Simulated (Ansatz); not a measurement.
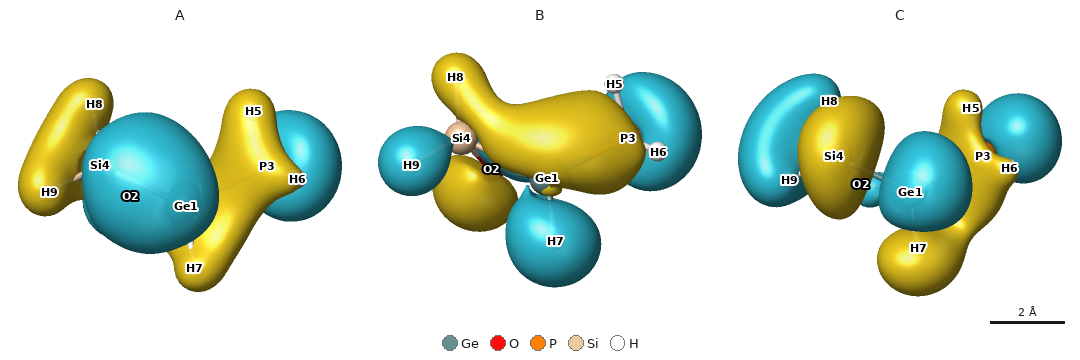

Figure 1: GeH₅OPSi. Three frontier orbitals at ±0.06 Å⁻³ᐟ² (yellow and cyan are the two phases), in no order.

Geometry: PBE0-D3(BJ)/pcseg-1.

Computed with isolated molecule in a Gaussian basis; Kohn-Sham density functional theory, functional PBE0 (Ansatz).

```xyz
9

Ge   -0.1135   -1.4688    0.5009
O    -1.5566   -1.5630    1.7952
P    -1.1039   -1.2197   -1.5766
Si   -0.6626   -0.2700    2.3621
H    -1.1901    0.2018   -1.4937
H     0.1565   -1.1937   -2.2509
H     0.6463   -2.8054    0.5722
H    -1.2713    1.0850    2.2488
H     0.0313   -0.4324    3.6699
```

Question: Which picture is the HOMO−1, the HOMO and the LUMO?

Answer: B is the HOMO−1 (−8.09 eV). It lies mainly on O2 (about 35 %), P3 (about 25 %), Ge1 (about 20 %) and H7 (about 10 %). A is the HOMO (−6.77 eV). Its weight (Hirshfeld) is mainly on Ge1 (about 30 %), Si4 (about 25 %), P3 (about 20 %) and O2 (about 20 %). C is the LUMO (−1.47 eV). It lies mainly on Si4 (about 35 %), Ge1 (about 30 %) and P3 (about 20 %).

Question: What is the HOMO–LUMO gap?

Answer: 5.30 eV between the orbital energies.
